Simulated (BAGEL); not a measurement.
**SiNH3OF2 (SMILES N[Si](O)(F)F): HF/STO-3G (density fitting with qzvpp-jkfit)**

Aim: the vertical singlet–triplet gap of SiNH3OF2 at HF/STO-3G (density fitting with qzvpp-jkfit), from 2 runs. 

The results are computed with BAGEL 1.2.2.

4 further runs of the same task are left out: 4 set aside as unsound or not needed. Runs told in other sessions of the task aren't counted.

### Step 1. Starting point

The species is SiNH3OF2 (8 atoms), meant as a singlet with charge 0. SMILES: `N[Si](O)(F)F`. The coordinates come from a PBE0-D4/def2-TZVP relaxation. This is one conformer, not always the lowest.

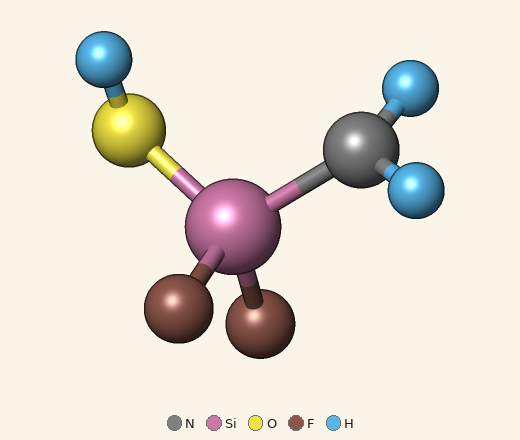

Viewed from a chosen angle; nitrogen grey, silicon pink, oxygen yellow, fluorine brown, hydrogen blue.

### Step 2. The energy at HF/STO-3G (density fitting with qzvpp-jkfit)

Contents of hf.json:

```json
{ "bagel": [

{
  "title": "molecule",
  "basis": "sto-3g",
  "df_basis": "qzvpp-jkfit",
  "angstrom": true,
  "geometry": [
    { "atom": "N", "xyz": [      -0.442300,       1.046800,       0.335400 ] },
    { "atom": "Si", "xyz": [       0.149700,      -0.326200,      -0.442800 ] },
    { "atom": "O", "xyz": [       0.387300,      -1.558900,       0.578900 ] },
    { "atom": "F", "xyz": [      -0.787600,      -0.930400,      -1.563300 ] },
    { "atom": "F", "xyz": [       1.475500,       0.124100,      -1.183100 ] },
    { "atom": "H", "xyz": [      -1.266000,       1.005400,       0.911900 ] },
    { "atom": "H", "xyz": [      -0.311700,       1.959400,      -0.068300 ] },
    { "atom": "H", "xyz": [       0.887300,      -1.377200,       1.375500 ] }
  ]
},

{ "title": "hf" },

{ "title": "print", "file": "orbitals.molden", "orbitals": true }

]}
```

Command:

```console
BAGEL_NUM_THREADS=1 BAGEL hf.json > hf.out
```

Log:

```text
* using 1 threads per process

  ===============================================================
  ===============================================================

  *** Geometry ***

  { "atom" : "N", "xyz" : [     -0.835826,      1.978165,      0.633814 ] },
  { "atom" : "Si", "xyz" : [      0.282892,     -0.616429,     -0.836771 ] },
  { "atom" : "O", "xyz" : [      0.731891,     -2.945894,      1.093962 ] },
  { "atom" : "F", "xyz" : [     -1.488348,     -1.758201,     -2.954209 ] },
  { "atom" : "F", "xyz" : [      2.788291,      0.234515,     -2.235735 ] },
  { "atom" : "H", "xyz" : [     -2.392393,      1.899931,      1.723241 ] },
  { "atom" : "H", "xyz" : [     -0.589028,      3.702729,     -0.129068 ] },
  { "atom" : "H", "xyz" : [      1.676754,     -2.602531,      2.599318 ] },

  Number of auxiliary basis functions:      490

  Since a DF basis is specified, we compute 2- and 3-index integrals:
    o Being stored without compression. Storage requirement is 0.004 GB

  Number of basis functions:       32
  Number of electrons      :       50

    * METHOD: MOLECULE                             0.14

  *** RHF ***

  === Nuclear Repulsion ===
   268.3694241943

      * DIIS with orbital gradients will be used.

  === RHF iteration (sto-3g) ===
      0       -610.97785474          0.01696275           0.02
      1       -611.08762549          0.00277838           0.02
      2       -611.09089004          0.00075438           0.02
      3       -611.09128359          0.00015659           0.02
      4       -611.09130072          0.00003555           0.02
      5       -611.09130165          0.00000514           0.02
      6       -611.09130167          0.00000108           0.02
      7       -611.09130167          0.00000040           0.02
      8       -611.09130167          0.00000010           0.02
      9       -611.09130167          0.00000002           0.02
     10       -611.09130167          0.00000001           0.02
    * SCF iteration converged.

    * Permanent dipole moment:
           (    0.157663,    -0.599182,    -0.566293) a.u.

    * METHOD: HF                                   0.29

    * METHOD: PRINT                                0.00

  ===============================================================
```

Run time: 0.6 s. Hardware: 1 thread of AMD EPYC 9B14 (Zen 4), shared host.

### Step 3. The triplet

Contents of hf.json:

```json
{ "bagel": [

{
  "title": "molecule",
  "basis": "sto-3g",
  "df_basis": "qzvpp-jkfit",
  "angstrom": true,
  "geometry": [
    { "atom": "N", "xyz": [   -0.442300,    1.046800,    0.335400 ] },
    { "atom": "Si", "xyz": [    0.149700,   -0.326200,   -0.442800 ] },
    { "atom": "O", "xyz": [    0.387300,   -1.558900,    0.578900 ] },
    { "atom": "F", "xyz": [   -0.787600,   -0.930400,   -1.563300 ] },
    { "atom": "F", "xyz": [    1.475500,    0.124100,   -1.183100 ] },
    { "atom": "H", "xyz": [   -1.266000,    1.005400,    0.911900 ] },
    { "atom": "H", "xyz": [   -0.311700,    1.959400,   -0.068300 ] },
    { "atom": "H", "xyz": [    0.887300,   -1.377200,    1.375500 ] }
  ]
},
{
  "title": "uhf",
  "nopen": 2
},
{
  "title": "print",
  "file": "orbitals.molden",
  "orbitals": true
}

]}
```

Command:

```console
BAGEL_NUM_THREADS=1 BAGEL hf.json > hf.out
```

Log:

```text
* using 1 threads per process

  ===============================================================
  ===============================================================

  *** Geometry ***

  { "atom" : "N", "xyz" : [     -0.835826,      1.978165,      0.633814 ] },
  { "atom" : "Si", "xyz" : [      0.282892,     -0.616429,     -0.836771 ] },
  { "atom" : "O", "xyz" : [      0.731891,     -2.945894,      1.093962 ] },
  { "atom" : "F", "xyz" : [     -1.488348,     -1.758201,     -2.954209 ] },
  { "atom" : "F", "xyz" : [      2.788291,      0.234515,     -2.235735 ] },
  { "atom" : "H", "xyz" : [     -2.392393,      1.899931,      1.723241 ] },
  { "atom" : "H", "xyz" : [     -0.589028,      3.702729,     -0.129068 ] },
  { "atom" : "H", "xyz" : [      1.676754,     -2.602531,      2.599318 ] },

  Number of auxiliary basis functions:      490

  Since a DF basis is specified, we compute 2- and 3-index integrals:
    o Being stored without compression. Storage requirement is 0.004 GB

  Number of basis functions:       32
  Number of electrons      :       50

    * METHOD: MOLECULE                             0.14

  *** Open-shell HF ***

  === Nuclear Repulsion ===
   268.3694241943

      * DIIS with orbital gradients will be used.

  === UHF iteration (sto-3g) ===
      0       -610.51220326          0.03686891           0.04
      1       -610.68707680          0.01243729           0.04
      2       -610.70861288          0.00318322           0.04
      3       -610.71318718          0.00145695           0.04
      4       -610.71582332          0.00060913           0.04
      5       -610.71650991          0.00023215           0.04
      6       -610.71663173          0.00011321           0.04
      7       -610.71666633          0.00005587           0.04
      8       -610.71667286          0.00001751           0.04
      9       -610.71667337          0.00000823           0.04
     10       -610.71667353          0.00000367           0.04
     11       -610.71667356          0.00000110           0.04
     12       -610.71667356          0.00000050           0.04
     13       -610.71667356          0.00000031           0.04
     14       -610.71667356          0.00000019           0.04
     15       -610.71667356          0.00000007           0.04
     16       -610.71667356          0.00000003           0.04
     17       -610.71667356          0.00000001           0.04
     18       -610.71667356          0.00000001           0.04
    * SCF iteration converged.

    * S^2 (UHF) is 2.0097

    * Permanent dipole moment:
           (    0.456609,    -1.609651,    -1.103395) a.u.

    * METHOD: UHF                                  0.81

    * METHOD: PRINT                                0.00

  ===============================================================
```

Run time: 1.1 s. Hardware: 1 thread of AMD EPYC 9B14 (Zen 4), shared host.

### Step 4. Outcome

At HF/STO-3G (density fitting with qzvpp-jkfit):

```
                                        quantity          value
                           singlet: total energy  -611.09130 Eh
                          singlet: dipole moment         2.13 D
                            singlet: HOMO energy       -9.17 eV
                            singlet: LUMO energy       12.66 eV
                          singlet: HOMO–LUMO gap       21.83 eV
                           triplet: total energy  -610.71667 Eh
                          triplet: dipole moment         5.09 D
                                   triplet: ⟨S²⟩          2.010
vertical energy of the triplet above the singlet      10.194 eV
```

**Reading.** At this shape the triplet lies 10.19 eV (235 kcal/mol) above the singlet. In a minimal basis such a difference can be off by several eV, whatever the method.
